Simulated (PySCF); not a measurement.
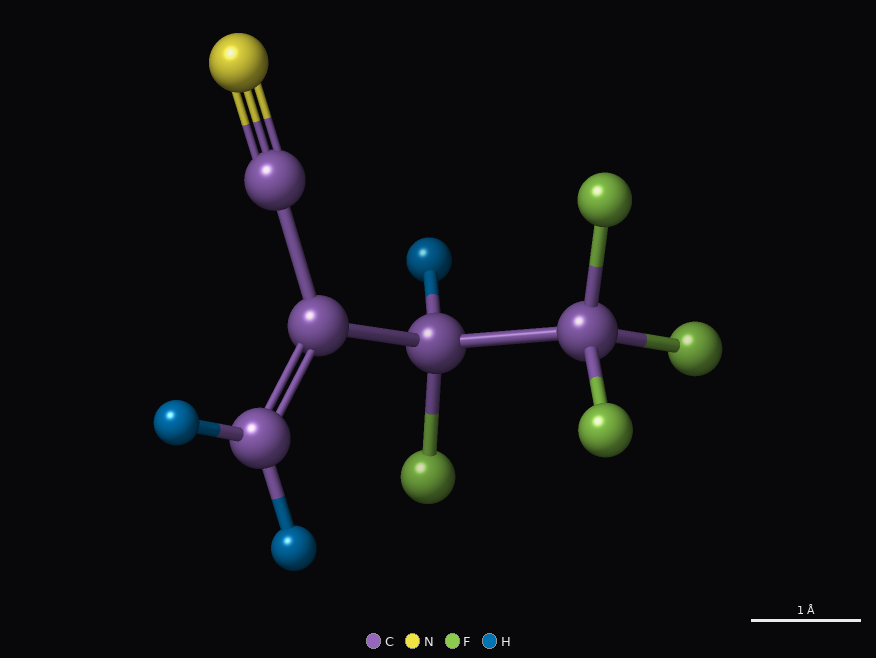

Multiple sticks mark multiple bonds (one Kekulé form).

The computed structure is the end point of a GFN2-xTB optimisation. No frequency run is at hand to confirm it as a minimum.

> Which formula does it have?

C5H3F4N, 13 atoms: 5 carbon, 3 hydrogen, 4 fluorine and 1 nitrogen.

> How many bonds of each kind are drawn?

4 C–C, 4 C–F, 3 C–H, 1 C–N.

> Which point group does it belong to?

C1.

More results for the same structure follow; atom numbers are the same in all pictures, views and colours differ.

### Shape

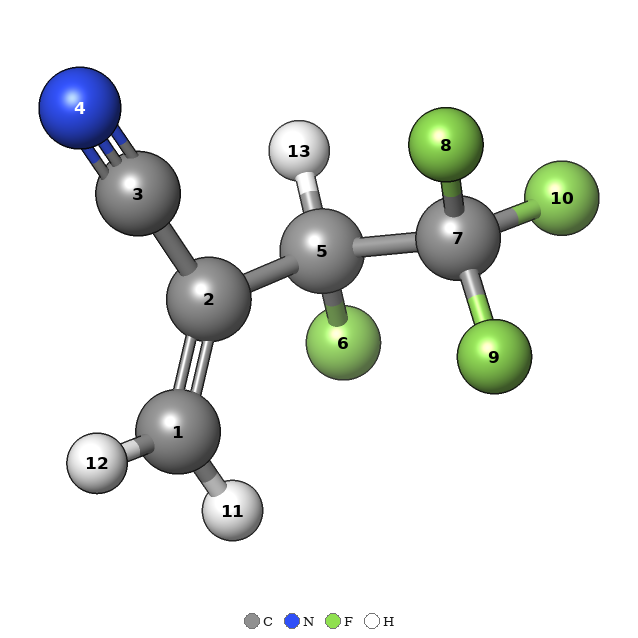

No frequency run is at hand to confirm it as a minimum.

What are the angles C1–C2–C5, C2–C1–H11, C2–C1–H12, C2–C3–N4, C2–C5–F6, C2–C5–C7, C2–C5–H13, C5–C7–F8, C5–C7–F9, C5–C7–F10, C7–C5–H13, F9–C7–F10?

```tsv
angle	degrees
C1–C2–C5	122.6
C2–C1–H11	121.1
C2–C1–H12	121.1
C2–C3–N4	179.2
C2–C5–F6	111.1
C2–C5–C7	109.9
C2–C5–H13	112.2
C5–C7–F8	110.6
C5–C7–F9	112.0
C5–C7–F10	112.0
C7–C5–H13	108.1
F9–C7–F10	107.5
```

### Bond orders

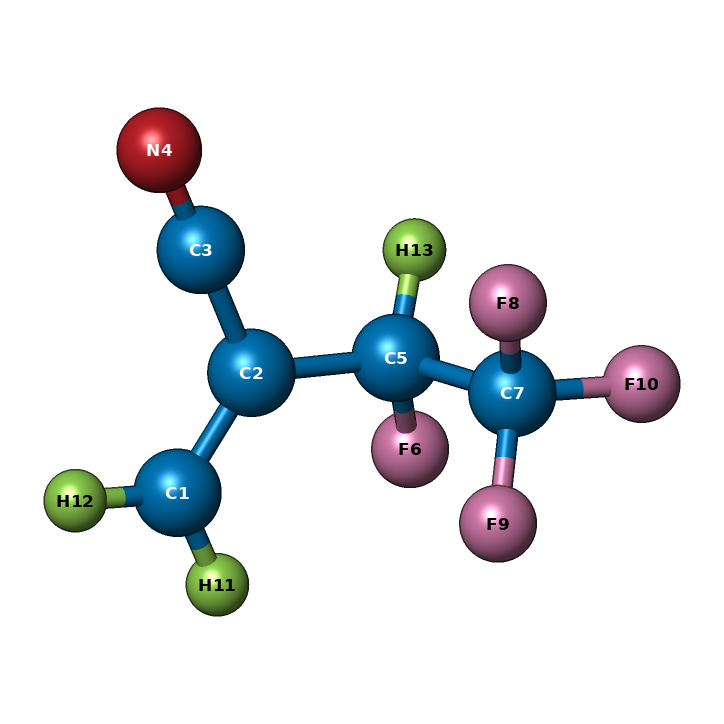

Every bond is drawn as one stick. No frequency run is at hand to confirm it as a minimum. Level of theory: PBE0/pcSseg-1 (PySCF 2.14.0).

> Which bond has the highest Mayer bond order?

C3–N4, 3.02, at a length of 1.144 Å.

List the Mayer bond orders of C1–C2, C1–H11, C1–H12, C2–C3, C2–C5, C3–N4, C5–F6, C5–C7, C5–H13, C7–F8, C7–F9, C7–F10.

```json
{"bond": "C1–C2", "Mayer order": "1.91", "length (Å)": "1.330"}
{"bond": "C1–H11", "Mayer order": "0.93", "length (Å)": "1.077"}
{"bond": "C1–H12", "Mayer order": "0.94", "length (Å)": "1.076"}
{"bond": "C2–C3", "Mayer order": "0.99", "length (Å)": "1.418"}
{"bond": "C2–C5", "Mayer order": "0.98", "length (Å)": "1.512"}
{"bond": "C3–N4", "Mayer order": "3.02", "length (Å)": "1.144"}
{"bond": "C5–F6", "Mayer order": "0.91", "length (Å)": "1.367"}
{"bond": "C5–C7", "Mayer order": "0.94", "length (Å)": "1.542"}
{"bond": "C5–H13", "Mayer order": "0.93", "length (Å)": "1.099"}
{"bond": "C7–F8", "Mayer order": "1.01", "length (Å)": "1.338"}
{"bond": "C7–F9", "Mayer order": "1.02", "length (Å)": "1.335"}
{"bond": "C7–F10", "Mayer order": "1.02", "length (Å)": "1.333"}
```

### NMR shielding

The questions are on isotropic NMR shieldings of the C atoms. No frequency run is at hand to confirm it as a minimum. Properties computed with GIAO PBE0/pcSseg-1 NMR shielding, non-relativistic, gas phase (PySCF 2.14.0).

> Which C atom is the most shielded (lowest chemical shift)?

C5 (95.1 ppm).

> Which C atom is the least shielded (highest chemical shift)?

C1 (39.6 ppm).

> How wide is the range of C shifts?

55.5 ppm.

Give the isotropic NMR shieldings of the C atoms atom by atom.

```json
{"atom": "C1", "σ (ppm)": "39.6"}
{"atom": "C2", "σ (ppm)": "64.5"}
{"atom": "C3", "σ (ppm)": "66.5"}
{"atom": "C5", "σ (ppm)": "95.1"}
{"atom": "C7", "σ (ppm)": "56.2"}
```

### Electronic properties

No frequency run is at hand to confirm it as a minimum. Level of theory: PBE0/def2-SVPD, gas phase (PySCF 2.14.0). Excitations: vertical, linear response.

> Give the HOMO energy (Kohn–Sham orbital) at this level.

−8.90 eV.

> What is the LUMO energy (Kohn–Sham orbital)?

−2.26 eV.

> Give the mean static polarisability at this level.

66.1 bohr³.

> What is the dipole moment?

2.74 D.

### Quadrupole coupling

No frequency run is at hand to confirm it as a minimum. Electric field gradients from the ground-state density, PBE0/pcSseg-1 (PySCF 2.14.0), non-relativistic apart from any core potentials.

Give the largest field-gradient component, the quadrupole coupling constant and the asymmetry for 14N at N4 (Q = 20.44 mb), 2H at H11 (Q = 2.86 mb), 2H at H12 (Q = 2.86 mb), 2H at H13 (Q = 2.86 mb).

| atom | V_zz (a.u.) | e²qQ/h (MHz) | η |
| --- | --- | --- | --- |
| N4 | −0.998 | −4.80 | 0.07 |
| H11 | 0.327 | 0.220 | 0.03 |
| H12 | 0.330 | 0.222 | 0.03 |
| H13 | 0.271 | 0.182 | 0.05 |
